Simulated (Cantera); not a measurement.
Feed: 1 mol N₂O, 0.061 mol H₂O, 0.6 mol N₂, 0.091 mol H₂, equilibrated at 1973.15 K.

These are equilibrium values from Cantera (NASA tables, ideal gas, pure condensed phases), not measurements of a reactor. Candidate condensed phases: H₂O; 24 gas species. The ideal-gas law is rough above about 30 bar. Equilibrium is a limit: real reactors are often held back by kinetics, nucleation or transport.

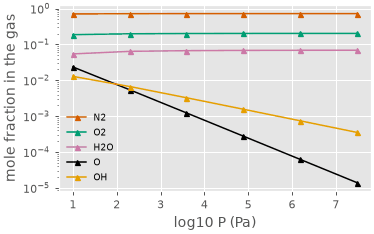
Equilibrium gas composition (values under 1e-9 drawn at 1e-9)

**Question.** Read off the mole fractions at 0.770 bar.

**Answer.** N₂ about 0.72, O₂ about 0.20, H₂O about 0.068, OH about 0.0016, O about 0.00028.
